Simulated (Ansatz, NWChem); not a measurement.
# HCN (hydrogen cyanide): a line through the functionals

HCN: 3 atoms, total charge 0, spin state singlet. SMILES: `C#N`. The coordinates come from a PBE0-D4/def2-TZVP relaxation.

The electronic atomisation energy y, in eV, basis cc-pVTZ; a is the functional's share of exact exchange. Programs: Ansatz 0.2.0, NWChem 7.3.0.

```
functional  program     a  y (eV)
    revPBE   Ansatz     0   13.65
      TPSS   NWChem     0   13.58
     B3LYP   Ansatz   0.2   13.57
   r2SCAN0   Ansatz  0.25       ?
      PBE0   Ansatz  0.25   13.48
     BHLYP   Ansatz   0.5   12.73
```

Fit y = c + s·a to the known rows and predict r2SCAN0.


1. Means of the 5 rows: a = 0.1900, y = 13.402.
2. Σ(Δa)² = 0.172, Σ(Δa·Δy) = -0.2829, so the slope is -0.2829/0.172 = -1.6448.
3. Intercept: 13.402 − (-1.6448) × 0.1900 = 13.715. The largest residual of the fit is 0.18.
4. r2SCAN0: 13.715 + (-1.6448) × 0.25 = 13.30 eV.

The run gave 12.86 eV, so the prediction is off by +0.44 eV, more than the scatter of the fit. The rows mix families of semi-local functionals, which the line can't see.

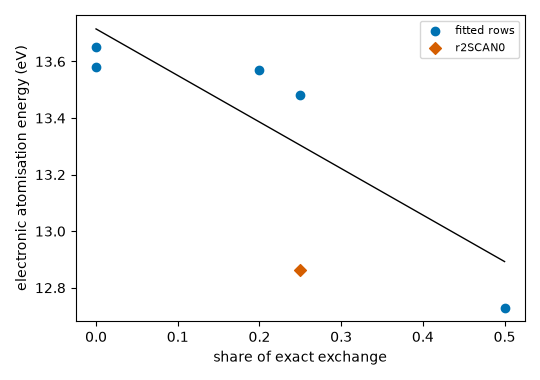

The fitted line, with the withheld row.
